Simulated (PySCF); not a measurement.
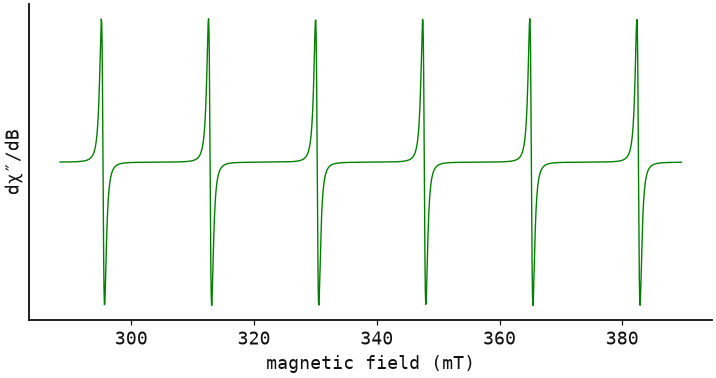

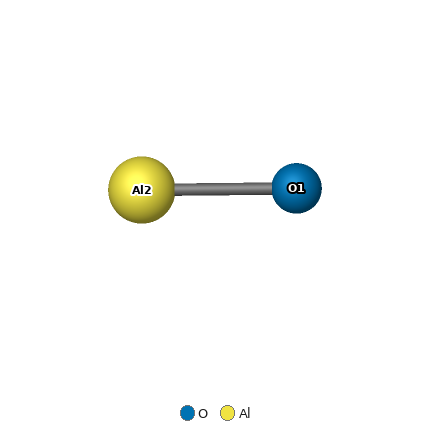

First-order isotropic EPR spectrum (fast tumbling, first derivative) of AlO, doublet at 9.50 GHz, Lorentzian lines of 0.87 mT full width at half height, from computed g and hyperfine couplings (PBE0/IGLO-III, PySCF 2.14.0, at a PBE0-D3(BJ)/def2-SVP geometry (no frequency check), gas phase); values of one conformer, averaged over methyl-type rotors alone; no vibrational averaging; dilute isotopes left out.

### Which couplings does the calculation give? The spectrum shows the sizes of those above the line width, not their signs.

| nuclei | isotope | a (mT) | a (MHz) |
| --- | --- | --- | --- |
| Al2 | ²⁷Al | 17.45 | 489.0 |

### What is the g value, and how wide is the spectrum?

g_iso = 2.0022, which centres the spectrum at 339.0 mT; it spans 87.3 mT.
